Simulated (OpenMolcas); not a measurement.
# As4 (arsenic tetramer): methods side by side

As4: 4 atoms, total charge 0, spin state singlet. As SMILES, `[As]12[As]3[As]1[As]23`. The coordinates come from a PBE0-D4/def2-TZVP relaxation.

Each level gives the vertical energy of the triplet above the singlet (eV). The values are calculated.

| level | kind | program | value (eV) | CPU time (all runs) |
| --- | --- | --- | --- | --- |
| HF/cc-pVDZ | Hartree–Fock | OpenMolcas | 3.59 | 2.3 min |
| SVWN5/cc-pVDZ | LDA | OpenMolcas | 4.08 | 2.5 min |
| PBE/cc-pVDZ | GGA | OpenMolcas | 3.98 | 3.3 min |
| revPBE/cc-pVDZ | GGA | OpenMolcas | 3.96 | 2.6 min |
| M06-L/cc-pVDZ | meta-GGA | OpenMolcas | 4.20 | 4.1 min |
| B3LYP/cc-pVDZ | global hybrid | OpenMolcas | 4.04 | 6.6 min |

All-electron rows without a relativistic Hamiltonian named are non-relativistic. The values span 3.59 to 4.20 eV. CPU times are rough (shared hosts, several kinds of processor and program).

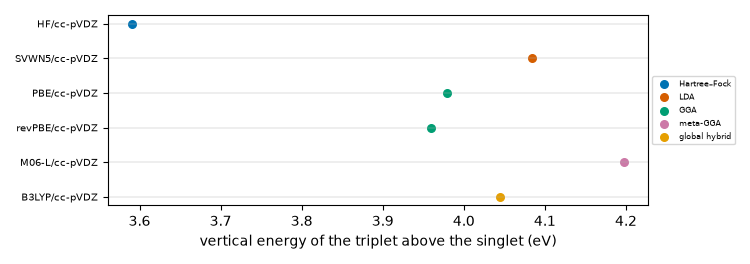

The values of the table, level by level.
